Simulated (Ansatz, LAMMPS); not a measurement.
**An extra electron or hole in a frame of aqueous Cd2+ and SO4 2-, 1.1 mol of salt per kg of water from 280 K (327 atoms)**

Does an extra electron or hole in a frame of aqueous Cd2+ and SO4 2-, 1.1 mol of salt per kg of water from 280 K (327 atoms) stay spread out, or do the atoms trap it?

Calculated with Ansatz 0.2.0; Kohn-Sham DFT, PBEsol, PAW (set soft_2), plane waves.

## 1. The starting structure

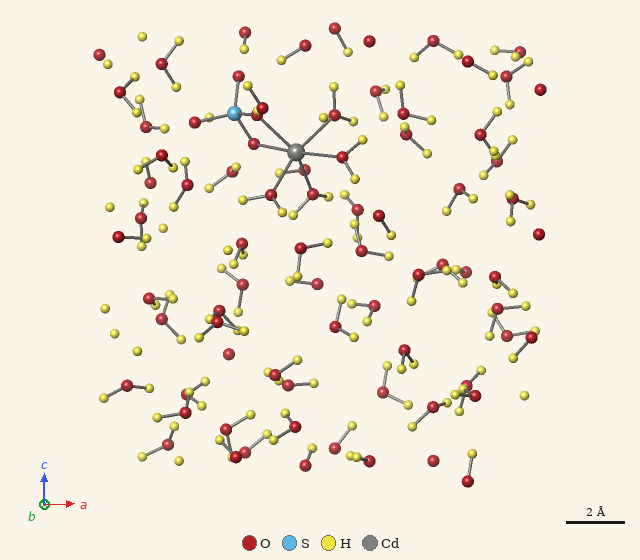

Start, viewed in part; oxygen red, sulfur blue, hydrogen yellow, cadmium grey. Drawn is a slice 9 Å thick, seen along the normal of the ac plane. Bonds to atoms that aren't drawn are left out.

The cell holds 327 atoms: 113 O, 2 S, 210 H and 2 Cd. Cell: a = 14.667 Å, b = 14.667 Å, c = 14.667 Å, α = 90.0°, β = 90.0°, γ = 90.0°. 105 H2O, 2 Cd2+, 2 SO4 2- placed at random, at 1.22 g/cm³; overlaps pushed apart, then 10 ps at 420 K with divalent ions of Li, Roberts, Chakravorty and Merz (J. Chem. Theory Comput. 9, 2733 (2013)); MMFF94 bonds, angles, torsions, charges and radii (Halgren, J. Comput. Chem. 17, 490 (1996)) in harmonic and 12-6 forms; SPC/E water (Berendsen, Grigera and Straatsma, J. Phys. Chem. 91, 6269 (1987)). Snapshot after 20 ps at 280 K and fixed volume.

Limits known from the start: The network of contacts between molecules at the start is that of the classical potential that made the cell, and needn't be the one that DFT or experiment would give. Sampling is at Γ alone, for a cell whose shortest periodic width is 15 Å. The liquid is relaxed first, so the results are those of a frozen frame at zero temperature.

## 2. Single point at the start

The forces at the start show how far the geometry lies from a minimum of this functional.

Input file input.yaml:

```yaml
crystal:
  lattice:
    - [14.66679, 0.0, 0.0]
    - [0.0, 14.66679, 0.0]
    - [0.0, 0.0, 14.66679]
  atoms:
    - { symbol: O, position: [0.38471, 0.89121, 0.25997] }
    - { symbol: S, position: [0.30706, 0.85248, 0.21803] }
    - { symbol: O, position: [0.22694, 0.89873, 0.2425] }
    - { symbol: O, position: [0.29468, 0.75708, 0.24271] }
    - { symbol: O, position: [0.31047, 0.85259, 0.12185] }
    - { symbol: O, position: [0.19638, 0.50835, 0.8167] }
    - { symbol: S, position: [0.2916, 0.52152, 0.83652] }
    - { symbol: O, position: [0.33892, 0.43454, 0.84011] }
    - { symbol: O, position: [0.30512, 0.57306, 0.92045] }
    - { symbol: O, position: [0.34033, 0.5585, 0.76064] }
    - { symbol: O, position: [0.31189, 0.55268, 0.52352] }
    - { symbol: H, position: [0.31812, 0.61282, 0.492] }
    - { symbol: H, position: [0.28881, 0.50615, 0.47934] }
    - { symbol: O, position: [0.70405, 0.5816, 0.77898] }
    - { symbol: H, position: [0.69577, 0.51805, 0.80224] }
    - { symbol: H, position: [0.75428, 0.58256, 0.73288] }
    - { symbol: O, position: [0.95568, 0.00634, 0.70592] }
    - { symbol: H, position: [0.94994, 0.07296, 0.71929] }
    - { symbol: H, position: [0.9643, 0.97212, 0.76426] }
    - { symbol: O, position: [0.50425, 0.74462, 0.40955] }
    - { symbol: H, position: [0.43808, 0.73089, 0.4186] }
    - { symbol: H, position: [0.51203, 0.81096, 0.39588] }
    - { symbol: O, position: [0.16066, 0.31451, 0.14264] }
    - { symbol: H, position: [0.09346, 0.31023, 0.13193] }
    - { symbol: H, position: [0.17341, 0.36444, 0.18729] }
    - { symbol: O, position: [0.79269, 0.60818, 0.46582] }
    - { symbol: H, position: [0.73182, 0.60849, 0.43512] }
    - { symbol: H, position: [0.83862, 0.57872, 0.42493] }
    - { symbol: O, position: [0.61609, 0.25043, 0.61458] }
    - { symbol: H, position: [0.64793, 0.28514, 0.56528] }
    - { symbol: H, position: [0.6276, 0.18372, 0.60647] }
    - { symbol: O, position: [0.14967, 0.1457, 0.9211] }
    [... 289 atom lines left out ...]
    - { symbol: H, position: [0.67744, 0.40138, 0.91166] }
    - { symbol: O, position: [0.26956, 0.49112, 0.08691] }
    - { symbol: H, position: [0.28416, 0.49821, 0.02069] }
    - { symbol: H, position: [0.32744, 0.48493, 0.12241] }
    - { symbol: Cd, position: [0.43446, 0.4671, 0.74805] }
    - { symbol: Cd, position: [0.26746, 0.84212, 0.99265] }
kpoints:
  mp_grid: { grid: [1, 1, 1] }
hamiltonian:
  xc: pbesol
scf:
  occupations: { method: fixed }
output:
  forces: true
```

Command:

```console
ansatz run input.yaml --threads 4 --pin off --max-ram 15872MiB --backend cpu --events-out ev --progress --plain --runs-dir out
```

Numbers of over 12 decimals in the logs are rounded to 6 here.

Log:

```text
[...]
Pseudopotentials: kind: paw
Pseudopotential: O, paw, valence charge 6, recommended cutoff 420 eV (normal), O.paw.azcp
Pseudopotential: S, paw, valence charge 6, recommended cutoff 420 eV (normal), S.paw.azcp
Pseudopotential: H, paw, valence charge 1, recommended cutoff 420 eV (normal), H.paw.azcp
Pseudopotential: Cd, paw, valence charge 20, recommended cutoff 420 eV (normal), Cd.paw.azcp
[... 3 lines on functional and potentials left out ...]
Crystal: 327 atoms, lattice volume = 3155.043 Å³
Basis set: ecut = 420 eV, 61565 PW (Γ), exchange–correlation on 200×200×200 points (8 copies of the dense FFT grid, shifted against one another)
Bands: 797, of which v1, the nominal top of the filled ones, is band 470 counted from 1 (469 counted from 0)
Symmetry: 1 space group operations
Space group: P1 (ITA 1), of the structure as read, at distance tolerance 1.5e-4 Å
k-points: 1
[... 12 lines on functional and potentials left out ...]
Initial density: superposition of atomic densities (neutral atoms: chi_scale 0, normalization atom), corrected by the library's trained network
Initial wavefunctions: pseudopotential atomic-orbital guess
[...]
SCF iter   1: F=—  HF=-84839.957051 eV  |F-HF|=—  |Δ(HF+E_count)|=         —  Δρ=6.56e-3  dr2=1.06e0  ethr=1.77e-3  ⟨swp⟩=5.0  Hψ=2501  notcnv=0  defer=324
preconditioner: auto → Resta (q_TF=auto, 2.230 Å⁻¹)  ε∞=2.3  [insulator: Δε(μ)=3.882 eV  Ē_g=17.905 eV  n_scr=618 (ndim 8)  ℏωp=20.1 eV  f_vac=0.269  ε∞_Penn≈2.3]
SCF iter   2: F=—  HF=-84839.581287 eV  |F-HF|=—  |Δ(HF+E_count)|=   3.76e-1  Δρ=2.38e-3  dr2=1.40e-1  ethr=1.12e-4  ⟨swp⟩=2.0  Hψ=1263  notcnv=0  defer=325
SCF iter   3: F=—  HF=-84839.547169 eV  |F-HF|=—  |Δ(HF+E_count)|=   3.41e-2  Δρ=1.06e-3  dr2=3.75e-2  ethr=1.49e-5  ⟨swp⟩=3.0  Hψ=940  notcnv=0  defer=147
automatic band count: iteration 3 solves 619 bands in place of 797: the levels show a gap, and the empty bands left out lie too high to hold charge; the band table lists the bands solved (type scf.n_extra_bands for more)
SCF iter   4: F=—  HF=-84839.545074 eV  |F-HF|=—  |Δ(HF+E_count)|=   2.09e-3  Δρ=3.37e-4  dr2=3.16e-3  ethr=3.99e-6  ⟨swp⟩=3.0  Hψ=941  notcnv=0  defer=147
SCF iter   5: F=—  HF=-84839.545110 eV  |F-HF|=—  |Δ(HF+E_count)|=   3.56e-5  Δρ=1.47e-4  dr2=6.09e-4  ethr=3.37e-7  ⟨swp⟩=3.0  Hψ=1181  notcnv=0  defer=147
[...]
SCF iter   9: F=—  HF=-84839.540152 eV  |F-HF|=—  |Δ(HF+E_count)|=   2.02e-6  Δρ=2.71e-6  dr2=2.20e-7  ethr=1.47e-10  ⟨swp⟩=3.0  Hψ=940  notcnv=0  defer=142
SCF iter  10: F=-84839.540152 eV  HF=-84839.540152 eV  |F-HF|=4.37e-11  |Δ(HF+E_count)|=   1.85e-7  Δρ=1.31e-6  dr2=4.77e-8  ethr=1.06e-11  ⟨swp⟩=5.0  Hψ=1911  notcnv=0
SCF 1 converged in 10 iterations: F = -84839.540152 eV  dr2 = 4.77e-8
[...]
SCF converged after 10 iterations
Free energy (F): -84839.540152 eV
Harris-Foulkes:  -84839.540152 eV  (|F-HF|=4.37e-11)
Internal energy: -84839.540152 eV  (E = F + TS)
E sigma→0 (E₀):  -84839.540152 eV
Fermi energy:    -1.206094 eV
--- Per-component energies (eV) ---
[...]
Σ components = -84839.540152   (vs F -84839.540152, Δ=0.00e0)
--- Forces (eV/Å), atoms counted from 1 ---
  atom   1  O      2.73764085     1.16648824     1.48468637
  atom   2  S     -0.88443478    -1.48623340    -2.86997818
  atom   3  O     -3.36472142     2.81447435     1.73487435
  atom   4  O      0.58055294    -2.97526572     1.57138566
[...]
atom 327  Cd    -0.55830781     0.61364779    -2.36153752
  max |Σ_I F_I| component: 2.68e-5 eV/Å
```

Elapsed: 35 s, on 4 threads of AMD EPYC 9R14 (Zen 4), shared host; peak memory 5.2 GiB.

Reading the cycles: dr2 is the Hartree energy of the density residual (eV), the measure of convergence; HF is the Harris–Foulkes estimate of the energy, which meets the free energy F at convergence.

The r.m.s. force at the start is 0.67 eV/Å.

## 3. Relaxation

With the cell held, the atoms are moved downhill towards a nearby minimum.

Input file input.yaml:

```yaml
crystal:
  lattice:
    - [14.66679, 0.0, 0.0]
    - [0.0, 14.66679, 0.0]
    - [0.0, 0.0, 14.66679]
  atoms:
    [... the 327 atom lines of step 2 ...]
kpoints:
  mp_grid: { grid: [1, 1, 1] }
hamiltonian:
  xc: pbesol
scf:
  occupations: { method: fixed }
output:
  forces: true
relax:
  f_tol: 0.06
  max_steps: 150
```

Log:

```text
[...]
Crystal: 327 atoms, lattice volume = 3155.043 Å³
Basis set: ecut = 420 eV, 61565 PW (Γ), exchange–correlation on 200×200×200 points (8 copies of the dense FFT grid, shifted against one another)
Bands: 797, of which v1, the nominal top of the filled ones, is band 470 counted from 1 (469 counted from 0)
Symmetry: 1 space group operations
[...]
k-points: 1
[...]
SCF iter   1: F=—  HF=-84839.957053 eV  |F-HF|=—  |Δ(HF+E_count)|=         —  Δρ=6.56e-3  dr2=1.06e0  ethr=1.77e-3  ⟨swp⟩=5.0  Hψ=2501  notcnv=0  defer=324
[...]
SCF iter   7: F=-84839.540147 eV  HF=-84839.540145 eV  |F-HF|=2.49e-6  |Δ(HF+E_count)|=   2.82e-5  Δρ=1.97e-5  dr2=1.09e-5  ethr=9.57e-9  ⟨swp⟩=3.0  Hψ=2417  notcnv=0
SCF 1 converged in 7 iterations: F = -84839.540147 eV  dr2 = 1.09e-5
[...]
relax step   1: F+E_penalty+E_count = -84839.54014749 eV  Δ(F+E_penalty+E_count) = +0.000e0 eV  max|allowed force component| = 6.539e0 eV/Å  Δτ_max = 0.0000 Å  (7 SCF iters, dr2 threshold 9.00e-5 eV, accepted)
[... from here on, the SCF cycles and remarks between the steps are left out ...]
relax step   2: F+E_penalty+E_count = -84849.85924214 eV  Δ(F+E_penalty+E_count) = -1.032e1 eV  max|allowed force component| = 3.113e0 eV/Å  Δτ_max = 0.1988 Å  (8 SCF iters, dr2 threshold 1.00e-4 eV, accepted)
relax step   3: F+E_penalty+E_count = -84854.99891709 eV  Δ(F+E_penalty+E_count) = -5.140e0 eV  max|allowed force component| = 1.457e0 eV/Å  Δτ_max = 0.1973 Å  (8 SCF iters, dr2 threshold 1.00e-4 eV, accepted)
relax step   4: F+E_penalty+E_count = -84857.30642381 eV  Δ(F+E_penalty+E_count) = -2.308e0 eV  max|allowed force component| = 1.540e0 eV/Å  Δτ_max = 0.1994 Å  (8 SCF iters, dr2 threshold 1.00e-4 eV, accepted)
relax step   5: F+E_penalty+E_count = -84858.67814196 eV  Δ(F+E_penalty+E_count) = -1.372e0 eV  max|allowed force component| = 1.703e0 eV/Å  Δτ_max = 0.1934 Å  (7 SCF iters, dr2 threshold 1.00e-4 eV, accepted)
relax step   6: F+E_penalty+E_count = -84859.45043038 eV  Δ(F+E_penalty+E_count) = -7.723e-1 eV  max|allowed force component| = 1.484e0 eV/Å  Δτ_max = 0.2000 Å  (7 SCF iters, dr2 threshold 1.00e-4 eV, accepted)
relax step   7: F+E_penalty+E_count = -84860.33113753 eV  Δ(F+E_penalty+E_count) = -8.807e-1 eV  max|allowed force component| = 8.440e-1 eV/Å  Δτ_max = 0.1954 Å  (7 SCF iters, dr2 threshold 1.00e-4 eV, accepted)
relax step   8: F+E_penalty+E_count = -84860.87090570 eV  Δ(F+E_penalty+E_count) = -5.398e-1 eV  max|allowed force component| = 3.294e-1 eV/Å  Δτ_max = 0.1950 Å  (7 SCF iters, dr2 threshold 1.00e-4 eV, accepted)
relax step   9: F+E_penalty+E_count = -84861.23230872 eV  Δ(F+E_penalty+E_count) = -3.614e-1 eV  max|allowed force component| = 4.718e-1 eV/Å  Δτ_max = 0.2000 Å  (7 SCF iters, dr2 threshold 1.65e-5 eV, accepted)
relax step  10: F+E_penalty+E_count = -84861.52790566 eV  Δ(F+E_penalty+E_count) = -2.956e-1 eV  max|allowed force component| = 5.840e-1 eV/Å  Δτ_max = 0.1949 Å  (7 SCF iters, dr2 threshold 3.39e-5 eV, accepted)
relax step  11: F+E_penalty+E_count = -84861.74460850 eV  Δ(F+E_penalty+E_count) = -2.167e-1 eV  max|allowed force component| = 1.012e0 eV/Å  Δτ_max = 0.1949 Å  (7 SCF iters, dr2 threshold 1.00e-4 eV, accepted)
relax step  12: F+E_penalty+E_count = -84861.96777942 eV  Δ(F+E_penalty+E_count) = -2.232e-1 eV  max|allowed force component| = 6.769e-1 eV/Å  Δτ_max = 0.2000 Å  (7 SCF iters, dr2 threshold 1.00e-4 eV, accepted)
relax step  13: F+E_penalty+E_count = -84862.14812409 eV  Δ(F+E_penalty+E_count) = -1.803e-1 eV  max|allowed force component| = 2.313e-1 eV/Å  Δτ_max = 0.1920 Å  (6 SCF iters, dr2 threshold 1.00e-4 eV, accepted)
relax step  14: F+E_penalty+E_count = -84862.26605442 eV  Δ(F+E_penalty+E_count) = -1.179e-1 eV  max|allowed force component| = 4.836e-1 eV/Å  Δτ_max = 0.1951 Å  (7 SCF iters, dr2 threshold 6.25e-6 eV, accepted)
relax step  15: F+E_penalty+E_count = -84862.39338612 eV  Δ(F+E_penalty+E_count) = -1.273e-1 eV  max|allowed force component| = 2.457e-1 eV/Å  Δτ_max = 0.1982 Å  (7 SCF iters, dr2 threshold 2.73e-5 eV, accepted)
relax step  16: F+E_penalty+E_count = -84862.51787725 eV  Δ(F+E_penalty+E_count) = -1.245e-1 eV  max|allowed force component| = 1.803e-1 eV/Å  Δτ_max = 0.1963 Å  (7 SCF iters, dr2 threshold 1.56e-5 eV, accepted)
relax step  17: F+E_penalty+E_count = -84862.64866328 eV  Δ(F+E_penalty+E_count) = -1.308e-1 eV  max|allowed force component| = 1.542e-1 eV/Å  Δτ_max = 0.1979 Å  (7 SCF iters, dr2 threshold 8.39e-6 eV, accepted)
relax step  18: F+E_penalty+E_count = -84862.77742092 eV  Δ(F+E_penalty+E_count) = -1.288e-1 eV  max|allowed force component| = 2.217e-1 eV/Å  Δτ_max = 0.1951 Å  (7 SCF iters, dr2 threshold 1.28e-5 eV, accepted)
relax step  19: F+E_penalty+E_count = -84862.89168367 eV  Δ(F+E_penalty+E_count) = -1.143e-1 eV  max|allowed force component| = 2.029e-1 eV/Å  Δτ_max = 0.1961 Å  (7 SCF iters, dr2 threshold 3.60e-5 eV, accepted)
relax step  20: F+E_penalty+E_count = -84862.97614667 eV  Δ(F+E_penalty+E_count) = -8.446e-2 eV  max|allowed force component| = 3.690e-1 eV/Å  Δτ_max = 0.1955 Å  (7 SCF iters, dr2 threshold 3.45e-5 eV, accepted)
relax step  21: F+E_penalty+E_count = -84863.05221279 eV  Δ(F+E_penalty+E_count) = -7.607e-2 eV  max|allowed force component| = 4.228e-1 eV/Å  Δτ_max = 0.1831 Å  (7 SCF iters, dr2 threshold 1.00e-4 eV, accepted)
relax step  22: F+E_penalty+E_count = -84863.16409886 eV  Δ(F+E_penalty+E_count) = -1.119e-1 eV  max|allowed force component| = 3.660e-1 eV/Å  Δτ_max = 0.1922 Å  (6 SCF iters, dr2 threshold 1.00e-4 eV, accepted)
relax step  23: F+E_penalty+E_count = -84863.26745253 eV  Δ(F+E_penalty+E_count) = -1.034e-1 eV  max|allowed force component| = 1.355e-1 eV/Å  Δτ_max = 0.1945 Å  (6 SCF iters, dr2 threshold 1.00e-4 eV, accepted)
relax step  24: F+E_penalty+E_count = -84863.37061331 eV  Δ(F+E_penalty+E_count) = -1.032e-1 eV  max|allowed force component| = 3.378e-1 eV/Å  Δτ_max = 0.1933 Å  (10 SCF iters, accepted)
relax step  25: F+E_penalty+E_count = -84863.42821022 eV  Δ(F+E_penalty+E_count) = -5.760e-2 eV  max|allowed force component| = 6.890e-1 eV/Å  Δτ_max = 0.1943 Å  (8 SCF iters, dr2 threshold 1.56e-5 eV, accepted)
[...]
relax step  35: F+E_penalty+E_count = -84864.17715615 eV  Δ(F+E_penalty+E_count) = -5.845e-2 eV  max|allowed force component| = 1.937e-1 eV/Å  Δτ_max = 0.1981 Å  (9 SCF iters, accepted)
relax step  36: F+E_penalty+E_count = -84864.23813003 eV  Δ(F+E_penalty+E_count) = -6.097e-2 eV  max|allowed force component| = 2.447e-1 eV/Å  Δτ_max = 0.1996 Å  (9 SCF iters, accepted)
[...]
relax step  48: F+E_penalty+E_count = -84864.70910842 eV  Δ(F+E_penalty+E_count) = -2.043e-2 eV  max|allowed force component| = 2.933e-1 eV/Å  Δτ_max = 0.1406 Å  (6 SCF iters, dr2 threshold 1.00e-4 eV, accepted)
relax step  49: F+E_penalty+E_count = -84864.71819740 eV  Δ(F+E_penalty+E_count) = -9.089e-3 eV  max|allowed force component| = 1.462e-1 eV/Å  Δτ_max = 0.0723 Å  (5 SCF iters, dr2 threshold 5.73e-5 eV, accepted)
relax step  50: F+E_penalty+E_count = -84864.73237872 eV  Δ(F+E_penalty+E_count) = -1.418e-2 eV  max|allowed force component| = 1.290e-1 eV/Å  Δτ_max = 0.0623 Å  (7 SCF iters, dr2 threshold 5.30e-6 eV, accepted)
relax step  51: F+E_penalty+E_count = -84864.74126359 eV  Δ(F+E_penalty+E_count) = -8.885e-3 eV  max|allowed force component| = 1.013e-1 eV/Å  Δτ_max = 0.0401 Å  (7 SCF iters, dr2 threshold 4.14e-6 eV, accepted)
relax step  52: F+E_penalty+E_count = -84864.75261501 eV  Δ(F+E_penalty+E_count) = -1.135e-2 eV  max|allowed force component| = 1.473e-1 eV/Å  Δτ_max = 0.0956 Å  (7 SCF iters, dr2 threshold 6.33e-6 eV, accepted)
relax step  53: F+E_penalty+E_count = -84864.76566705 eV  Δ(F+E_penalty+E_count) = -1.305e-2 eV  max|allowed force component| = 1.894e-1 eV/Å  Δτ_max = 0.1329 Å  (7 SCF iters, dr2 threshold 1.34e-5 eV, accepted)
relax step  54: F+E_penalty+E_count = -84864.77965921 eV  Δ(F+E_penalty+E_count) = -1.399e-2 eV  max|allowed force component| = 1.016e-1 eV/Å  Δτ_max = 0.1143 Å  (6 SCF iters, dr2 threshold 3.59e-5 eV, accepted)
relax step  55: F+E_penalty+E_count = -84864.79393745 eV  Δ(F+E_penalty+E_count) = -1.428e-2 eV  max|allowed force component| = 7.978e-2 eV/Å  Δτ_max = 0.0644 Å  (9 SCF iters, accepted)
relax step  56: F+E_penalty+E_count = -84864.80014355 eV  Δ(F+E_penalty+E_count) = -6.206e-3 eV  max|allowed force component| = 1.691e-1 eV/Å  Δτ_max = 0.0593 Å  (9 SCF iters, accepted)
relax step  57: F+E_penalty+E_count = -84864.80510928 eV  Δ(F+E_penalty+E_count) = -4.966e-3 eV  max|allowed force component| = 9.751e-2 eV/Å  Δτ_max = 0.0297 Å  (5 SCF iters, dr2 threshold 1.76e-5 eV, accepted)
relax step  58: F+E_penalty+E_count = -84864.77655066 eV  Δ(F+E_penalty+E_count) = +2.856e-2 eV  max|allowed force component| = 1.221e-1 eV/Å  Δτ_max = 0.0895 Å  (9 SCF iters, rejected (line search))
relax step  59: F+E_penalty+E_count = -84864.81166134 eV  Δ(F+E_penalty+E_count) = -6.552e-3 eV  max|allowed force component| = 6.832e-2 eV/Å  Δτ_max = 0.0436 Å  (9 SCF iters, accepted)
relax step  60: F+E_penalty+E_count = -84864.81353840 eV  Δ(F+E_penalty+E_count) = -1.877e-3 eV  max|allowed force component| = 5.310e-2 eV/Å  Δτ_max = 0.0466 Å  (8 SCF iters, accepted)
SCF converged after 8 iterations
Free energy (F): -84864.813538 eV
[...]
Internal energy: -84864.813538 eV  (E = F + TS)
E sigma→0 (E₀):  -84864.813538 eV
Fermi energy:    -1.817876 eV
[...]
Σ components = -84864.813538   (vs F -84864.813538, Δ=0.00e0)
--- Forces (eV/Å), atoms counted from 1 ---
  atom   1  O      0.00583359     0.00603893     0.02054724
  atom   2  S     -0.00138677    -0.00018172    -0.04045912
  atom   3  O     -0.00385569     0.00973569    -0.00831268
  atom   4  O      0.00644823    -0.01664890     0.00831379
[...]
atom 327  Cd     0.00269546     0.00088732    -0.00123433
  max |Σ_I F_I| component: 3.59e-5 eV/Å
--- Relaxed structure (60 steps of the walk, 59 accepted, 0 SCFs on fresh bases) ---
  F+E_penalty+E_count = -84864.81353840 eV   max|allowed force component| = 5.310e-2 eV/Å
  atoms:
    - { symbol: O, position: [0.330354, 0.914695, 0.318816] }
    - { symbol: S, position: [0.264115, 0.874948, 0.254311] }
    - { symbol: O, position: [0.173684, 0.920046, 0.261501] }
    - { symbol: O, position: [0.251301, 0.774085, 0.280817] }
[...]
- { symbol: Cd, position: [0.278945, 0.844742, 0.974006] }
```

The job ended after 26 min (4 threads; peak memory 5.2 GiB).

The relaxation converged after 60 steps, 25.3 eV below its start, with a largest force component of 0.053 eV/Å.

(Part 1 of 3 ends here.)

[Logs are printed without paths, hosts, clocks, repeated set-up lines and the standing remarks that a program may print on its own settings, such as how far it seeks lower states.]

[Hosts, paths, dates, database ids (printed as entryN), source tags and the programs' standing remarks are cut or masked in the printed files.]

[The MMFF94 radii named for the starting cell were scaled by 0.96; in molecules described by MMFF94, hydrogen bound to N, O or S took a small fixed 12-6 site in their place.]
